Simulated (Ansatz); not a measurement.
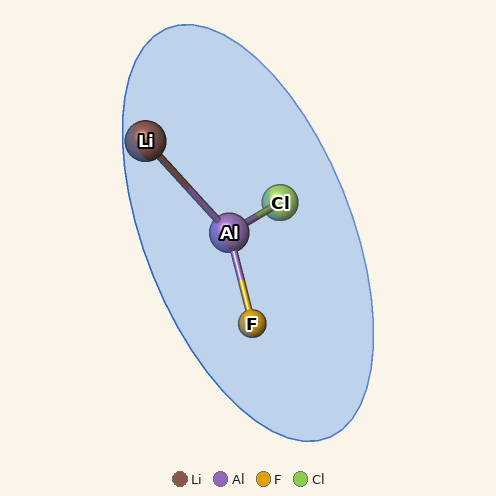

All proper rotation axes (lines) and mirror planes (discs) of the structure are drawn in. Atoms fade into the background with distance from the viewer. The computed structure is the end point of a PBE0-D4/def2-TZVP optimisation. No frequency run is at hand to confirm it as a minimum.

Name the symmetry elements and the point group.

It has 1 mirror plane. Point group Cs. The group has 2 operations. The geometry is achiral, and symmetry allows a dipole moment.
